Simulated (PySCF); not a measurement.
**Geometry relaxation, with input and output: SiBrCl (part 1 of 2)**

- system: SiBrCl, SMILES Cl[Si]Br
- method: KT3/cc-pVDZ, RKS, SS(V)PE solvent acetonitrile (PySCF 2.14.0)

The geometry: force field. Figures and captions count atoms from 1; the log counts them from 0 in places.

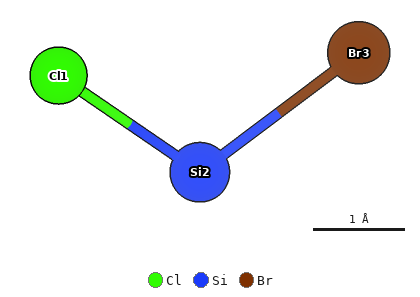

**Figure 1.** The structure as given in the input (ball-and-stick view, seen at a tilt; atoms are numbered from 1 in the order of the input).

Input (run.py)
```python
from pyscf import gto, dft, solvent
from pyscf.geomopt.geometric_solver import kernel as optimise

mol = gto.Mole()
mol.atom = [
    ('Cl', (0.701800, 1.480000, 0.536200)),
    ('Si', (-0.710300, 0.266000, -0.356900)),
    ('Br', (-0.002400, -1.810800, -0.192600)),
]
mol.basis = 'cc-pvdz'
mol.charge = 0
mol.spin = 0
mol.max_memory = 1860
mol.verbose = 3
mol.build()

myscf = dft.RKS(mol)
myscf.xc = 'kt3'
myscf = myscf.PCM()
myscf.with_solvent.method = 'SS(V)PE'
myscf.with_solvent.eps = 35.688  # acetonitrile
converged, mol_eq = optimise(myscf, maxsteps=100, convergence_set='GAU_TIGHT')
print('converged:', converged)
print(mol_eq.tostring())

myscf.reset(mol_eq)
mol = mol_eq
myscf.kernel()
e_tot = myscf.e_tot
print('E = %.10f Eh' % e_tot)
```

Hardware: 1 thread of Arm Neoverse V2, 24 GiB of memory available, shared host.

Launch command:
```bash
OMP_NUM_THREADS=1 python run.py
```

Log
```
#|     Arguments passed to driver run_optimizer():      |#
convergence_set           GAU_TIGHT
customengine              <pyscf.geomopt.geometric_solver.PySCFEngine object>
maxiter                   100
----------------------------------------------------------
Custom engine selected.
Bonds will be generated from interatomic distances less than 1.20 times sum of covalent radii
9 internal coordinates being used (instead of 9 Cartesians)
Internal coordinate system (atoms numbered from 1):
Distance 1-2
Distance 2-3
Angle 1-2-3
Translation-X 1-3
Translation-Y 1-3
Translation-Z 1-3
Rotation-A 1-3
Rotation-B 1-3
Rotation-C 1-3
<class 'geometric.internal.Distance'> : 2
<class 'geometric.internal.Angle'> : 1
<class 'geometric.internal.TranslationX'> : 1
<class 'geometric.internal.TranslationY'> : 1
<class 'geometric.internal.TranslationZ'> : 1
<class 'geometric.internal.RotationA'> : 1
<class 'geometric.internal.RotationB'> : 1
<class 'geometric.internal.RotationC'> : 1
> ===== Optimization Info: ====
> Job type: Energy minimization
> Maximum number of optimization cycles: 100
> Initial / maximum trust radius (Angstrom): 0.100 / 0.300
> Convergence Criteria:
> Will converge when all 5 criteria are reached:
>  |Delta-E| < 1.00e-06
>  RMS-Grad  < 1.00e-05
>  Max-Grad  < 1.50e-05
>  RMS-Disp  < 4.00e-05
>  Max-Disp  < 6.00e-05
> === End Optimization Info ===

Geometry optimization cycle 1
Cartesian coordinates (Angstrom)
 Atom        New coordinates             dX        dY        dZ
  Cl   0.701800   1.480000   0.536200    0.000000  0.000000  0.000000
  Si  -0.710300   0.266000  -0.356900    0.000000 -0.000000  0.000000
  Br  -0.002400  -1.810800  -0.192600    0.000000  0.000000  0.000000

WARN: Mole.unit (angstrom) is changed to Bohr

WARN: PCM is an experimental feature. It is still in testing.
Features and APIs may be changed in the future.

converged SCF energy = -3338.4201908416
--------------- PCMRKS_Scanner (+PCM) gradients ---------------
         x                y                z
0 Cl    -0.0143432906    -0.0058343905    -0.0083855736
1 Si     0.0248736207    -0.0120528221     0.0122006795
2 Br    -0.0105310522     0.0179060974    -0.0038048118
----------------------------------------------
cycle 1: E = -3338.42019084  dE = -3338.42  norm(grad) = 0.0408524
Step    0 : Gradient = 2.359e-02/3.021e-02 (rms/max) Energy = -3338.4201908416
Hessian Eigenvalues: 5.00000e-02 5.00000e-02 5.00000e-02 ... 1.89959e-01 2.50000e-01 2.80706e-01

Geometry optimization cycle 2
Cartesian coordinates (Angstrom)
 Atom        New coordinates             dX        dY        dZ
  Cl   0.721840   1.451124   0.544037    0.020040 -0.028876  0.007837
  Si  -0.761843   0.293932  -0.381936   -0.051543  0.027932 -0.025036
  Br   0.029126  -1.810455  -0.175728    0.031526  0.000345  0.016872

WARN: PCM is an experimental feature. It is still in testing.
Features and APIs may be changed in the future.

converged SCF energy = -3338.42323535592
--------------- PCMRKS_Scanner (+PCM) gradients ---------------
         x                y                z
0 Cl    -0.0051356460    -0.0022347424    -0.0030236402
1 Si     0.0079759447    -0.0019839218     0.0041169834
2 Br    -0.0028534660     0.0042332968    -0.0010885403
----------------------------------------------
cycle 2: E = -3338.42323536  dE = -0.00304451  norm(grad) = 0.0123394
Step    1 : Displace = 4.704e-02/6.381e-02 (rms/max) Trust = 1.000e-01 (=) Grad = 7.124e-03/9.192e-03 (rms/max) E (change) = -3338.4232353559 (-3.045e-03) Quality = 1.266
Hessian Eigenvalues: 4.99994e-02 5.00000e-02 5.00000e-02 ... 1.54960e-01 2.27159e-01 2.70996e-01

Geometry optimization cycle 3
Cartesian coordinates (Angstrom)
 Atom        New coordinates             dX        dY        dZ
  Cl   0.730680   1.438982   0.547678    0.008840 -0.012142  0.003641
  Si  -0.783247   0.302823  -0.392752   -0.021404  0.008891 -0.010817
  Br   0.042274  -1.807857  -0.168767    0.013148  0.002599  0.006961

WARN: PCM is an experimental feature. It is still in testing.
Features and APIs may be changed in the future.

converged SCF energy = -3338.42354295183
--------------- PCMRKS_Scanner (+PCM) gradients ---------------
         x                y                z
0 Cl    -0.0010905859    -0.0008633695    -0.0006885335
1 Si     0.0012067530     0.0004737096     0.0007089699
2 Br    -0.0001402684     0.0004097090    -0.0000237220
----------------------------------------------
cycle 3: E = -3338.42354295  dE = -0.000307596  norm(grad) = 0.00218638
Step    2 : Displace = 1.932e-02/2.579e-02 (rms/max) Trust = 1.414e-01 (+) Grad = 1.262e-03/1.552e-03 (rms/max) E (change) = -3338.4235429518 (-3.076e-04) Quality = 1.090
Hessian Eigenvalues: 4.99902e-02 5.00000e-02 5.00000e-02 ... 1.40958e-01 2.25174e-01 2.69100e-01

Geometry optimization cycle 4
Cartesian coordinates (Angstrom)
 Atom        New coordinates             dX        dY        dZ
  Cl   0.732101   1.440595   0.548758    0.001421  0.001613  0.001080
  Si  -0.784633   0.302371  -0.393656   -0.001387 -0.000453 -0.000904
  Br   0.043118  -1.809756  -0.168837    0.000844 -0.001900 -0.000070

WARN: PCM is an experimental feature. It is still in testing.
Features and APIs may be changed in the future.

converged SCF energy = -3338.42355089608
--------------- PCMRKS_Scanner (+PCM) gradients ---------------
         x                y                z
0 Cl    -0.0003193852    -0.0002909451    -0.0002102193
1 Si     0.0002165058     0.0004479971     0.0001695042
2 Br     0.0000785463    -0.0001367015     0.0000368478
----------------------------------------------
cycle 4: E = -3338.4235509  dE = -7.94425e-06  norm(grad) = 0.000730322
Step    3 : Displace = 2.028e-03/2.454e-03 (rms/max) Trust = 2.000e-01 (+) Grad = 4.217e-04/5.256e-04 (rms/max) E (change) = -3338.4235508961 (-7.944e-06) Quality = 1.183
Hessian Eigenvalues: 4.95753e-02 5.00000e-02 5.00000e-02 ... 1.40409e-01 2.03316e-01 2.38769e-01

Geometry optimization cycle 5
Cartesian coordinates (Angstrom)
 Atom        New coordinates             dX        dY        dZ
  Cl   0.732549   1.441555   0.549270    0.000448  0.000960  0.000511
  Si  -0.784415   0.301276  -0.393765    0.000218 -0.001095 -0.000109
  Br   0.043496  -1.810496  -0.169077    0.000377 -0.000740 -0.000240

WARN: PCM is an experimental feature. It is still in testing.
Features and APIs may be changed in the future.

converged SCF energy = -3338.42355191975
--------------- PCMRKS_Scanner (+PCM) gradients ---------------
         x                y                z
0 Cl    -0.0000653398    -0.0000529163    -0.0000473480
1 Si    -0.0000075500     0.0002203311     0.0000238739
2 Br     0.0000485153    -0.0001472523     0.0000195212
----------------------------------------------
cycle 5: E = -3338.42355192  dE = -1.02367e-06  norm(grad) = 0.000287927
Step    4 : Displace = 8.974e-04/1.252e-03 (rms/max) Trust = 2.828e-01 (+) Grad = 1.662e-04/2.217e-04 (rms/max) E (change) = -3338.4235519198 (-1.024e-06) Quality = 1.246
Hessian Eigenvalues: 4.55639e-02 4.99999e-02 5.00000e-02 ... 1.29735e-01 1.68414e-01 2.50794e-01

Geometry optimization cycle 6
Cartesian coordinates (Angstrom)
 Atom        New coordinates             dX        dY        dZ
  Cl   0.732704   1.441662   0.549559    0.000155  0.000107  0.000290
  Si  -0.784034   0.300334  -0.393784    0.000381 -0.000942 -0.000019
  Br   0.044163  -1.810659  -0.169154    0.000668 -0.000163 -0.000077

WARN: PCM is an experimental feature. It is still in testing.
Features and APIs may be changed in the future.

converged SCF energy = -3338.42355212556
--------------- PCMRKS_Scanner (+PCM) gradients ---------------
         x                y                z
0 Cl     0.0000107921     0.0000183365     0.0000014731
1 Si    -0.0000350373     0.0000509034    -0.0000090854
2 Br    -0.0000002168    -0.0000494156     0.0000036834
----------------------------------------------
cycle 6: E = -3338.42355213  dE = -2.05808e-07  norm(grad) = 8.2533e-05
Step    5 : Displace = 3.501e-04/4.361e-04 (rms/max) Trust = 3.000e-01 (+) Grad = 4.765e-05/6.246e-05 (rms/max) E (change) = -3338.4235521256 (-2.058e-07) Quality = 1.174
Hessian Eigenvalues: 3.21582e-02 4.99999e-02 5.00000e-02 ... 1.35983e-01 1.63585e-01 2.55972e-01

Geometry optimization cycle 7
Cartesian coordinates (Angstrom)
 Atom        New coordinates             dX        dY        dZ
  Cl   0.732747   1.441433   0.549768    0.000042 -0.000229  0.000208
  Si  -0.783653   0.299638  -0.393787    0.000380 -0.000696 -0.000003
  Br   0.045037  -1.810789  -0.169152    0.000873 -0.000130  0.000002

WARN: PCM is an experimental feature. It is still in testing.
Features and APIs may be changed in the future.

converged SCF energy = -3338.42355215097
--------------- PCMRKS_Scanner (+PCM) gradients ---------------
         x                y                z
0 Cl     0.0000226789     0.0000247899     0.0000085957
1 Si    -0.0000228073    -0.0000215823    -0.0000102291
2 Br    -0.0000244338     0.0000163181    -0.0000022294
----------------------------------------------
cycle 7: E = -3338.42355215  dE = -2.54054e-08  norm(grad) = 5.62283e-05
Step    6 : Displace = 1.545e-04/2.055e-04 (rms/max) Trust = 3.000e-01 (=) Grad = 3.246e-05/3.468e-05 (rms/max) E (change) = -3338.4235521510 (-2.541e-08) Quality = 0.585
Hessian Eigenvalues: 1.26998e-02 4.99998e-02 5.00000e-02 ... 1.53690e-01 2.13878e-01 2.47793e-01

Geometry optimization cycle 8
Cartesian coordinates (Angstrom)
 Atom        New coordinates             dX        dY        dZ
  Cl   0.732781   1.440991   0.550134    0.000034 -0.000442  0.000366
  Si  -0.782946   0.298542  -0.393773    0.000707 -0.001096  0.000014
  Br   0.046724  -1.811204  -0.169146    0.001687 -0.000415  0.000006

WARN: PCM is an experimental feature. It is still in testing.
Features and APIs may be changed in the future.

converged SCF energy = -3338.42355214141
--------------- PCMRKS_Scanner (+PCM) gradients ---------------
         x                y                z
0 Cl     0.0000232178     0.0000197466     0.0000083397
1 Si    -0.0000055706    -0.0000716937    -0.0000063528
2 Br    -0.0000423822     0.0000710210    -0.0000057013
----------------------------------------------
cycle 8: E = -3338.42355214  dE = 9.56197e-09  norm(grad) = 0.000114379
Step    7 : Displace = 1.422e-04/2.004e-04 (rms/max) Trust = 3.000e-01 (=) Grad = 6.604e-05/8.290e-05 (rms/max) E (change) = -3338.4235521414 (+9.562e-09) Quality = -0.212
Poor-quality step dominated by net translation/rotation detected; will project out net forces and torques past this point.
Hessian Eigenvalues: 3.17248e-03 4.99998e-02 5.00000e-02 ... 1.49407e-01 2.18298e-01 3.41658e-01

Geometry optimization cycle 9
Cartesian coordinates (Angstrom)
 Atom        New coordinates             dX        dY        dZ
  Cl   0.732786   1.440597   0.550458    0.000005 -0.000394  0.000324
  Si  -0.782295   0.297657  -0.393747    0.000651 -0.000885  0.000026
  Br   0.048291  -1.811690  -0.169149    0.001567 -0.000486 -0.000003

WARN: PCM is an experimental feature. It is still in testing.
Features and APIs may be changed in the future.

converged SCF energy = -3338.42355214153
--------------- PCMRKS_Scanner (+PCM) gradients ---------------
         x                y                z
0 Cl     0.0000115644     0.0000068406     0.0000006273
1 Si     0.0000072676    -0.0000691396     0.0000007672
2 Br    -0.0000437162     0.0000810236    -0.0000049567
```
